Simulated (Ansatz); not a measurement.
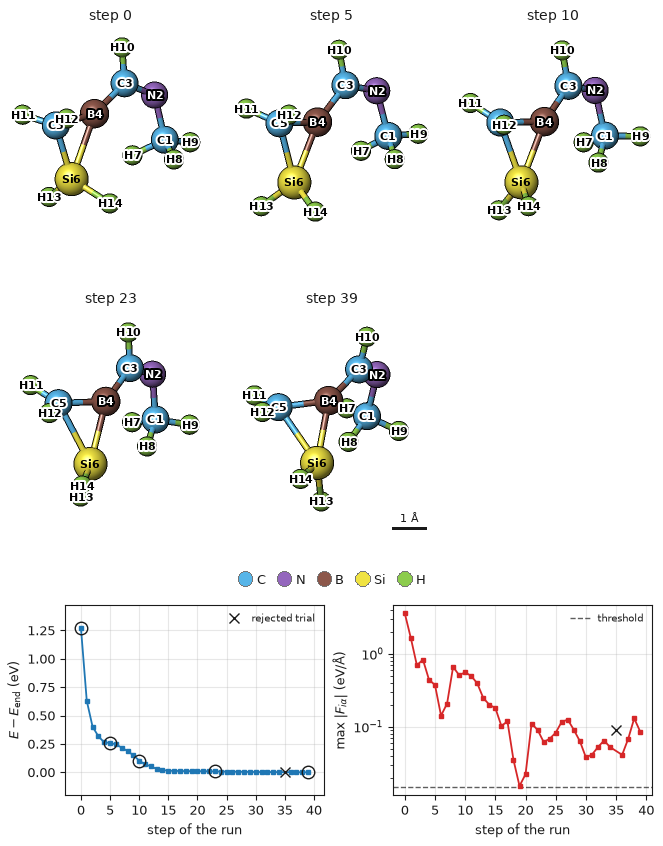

Frames of a relaxation of C$_{3}$H$_{8}$BNSi, marked on the history of the run. The picture is a ball-and-stick view, seen from a free direction.

The run prepares an end point of a later path (torsion) calculation, from a guessed geometry.

The calculation used Ansatz 0.2.0, RKS revPBE-D4/6-31G*. Set-up: no spin polarisation; force threshold 0.015 eV/Å; at most 40 steps.

**What happens along the run?**

The relaxation stopped without meeting its thresholds, so the last structure isn't shown to be converged. It used up its limit of 40 steps. The atom that moves furthest after the best rigid fit is H13 (1.80 Å). By element the largest moves are H 1.80 Å, Si 0.85 Å, C 0.66 Å, B 0.55 Å, N 0.11 Å. Some distances before and after: C5–Si6 1.776 → 2.044 Å, B4–Si6 2.109 → 1.949 Å, C1–H9 1.047 → 1.107 Å, B4–C5 1.573 → 1.514 Å. Among the angles between lasting bonds that change: Si6–C5–H12 113.8° → 90.5°, Si6–C5–H11 114.6° → 136.9°, C3–B4–C5 156.3° → 135.4°. Groups turn about C1–N2 by about 50°. After 38 accepted moves (39 points after the start) the energy has fallen by 1.273 eV. Largest force component: 3.6 eV/Å at the start, 0.085 eV/Å at the end. The line search rejected the trial step at point 35 of the run. From step 0 to 5: H14 moves most (0.65 Å), energy −1.014 eV. From step 5 to 10: H8 moves most (0.56 Å), energy −0.155 eV. From step 10 to 23: H13 moves most (0.69 Å), energy −0.096 eV. From step 23 to 39: H13 moves most (0.73 Å), energy −0.008 eV.
